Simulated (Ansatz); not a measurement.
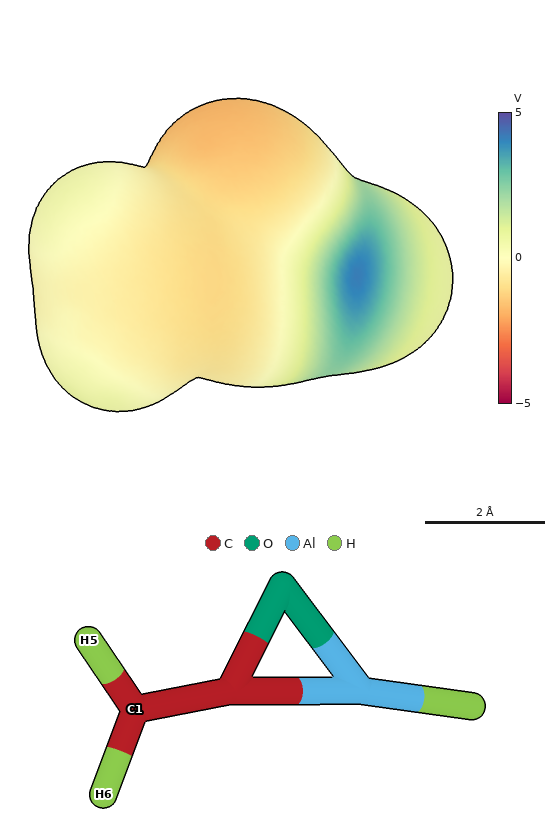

The picture shows: C2H3AlO. The electrostatic potential painted on the density surface at 0.002 e/bohr³, seen at a tilt; the colour scale runs from red (negative) to blue (positive). The bare structure is drawn below in the same view.

Geometry: PBE0-D4/def2-TZVP.

Level of theory: RKS PBE0-D4/def2-TZVPP (Ansatz).

```xyz
7

C    -0.5669    0.9160    0.9572
C    -0.0518    0.0784    0.0755
O     1.0810   -0.7583    0.2469
Al    0.4454   -0.9991   -1.3405
H    -0.1298    1.0319    1.9448
H    -1.4396    1.5024    0.7029
H     0.7229   -1.8394   -2.6325
```

Where is the surface potential most negative and most positive?

The most negative region (about −1.7 V, or −39 kcal/mol for a unit charge) lies over O3, the most positive (about +4.0 V, or +92 kcal/mol for a unit charge) over Al4. O3 is the likeliest acceptor of a hydrogen bond.
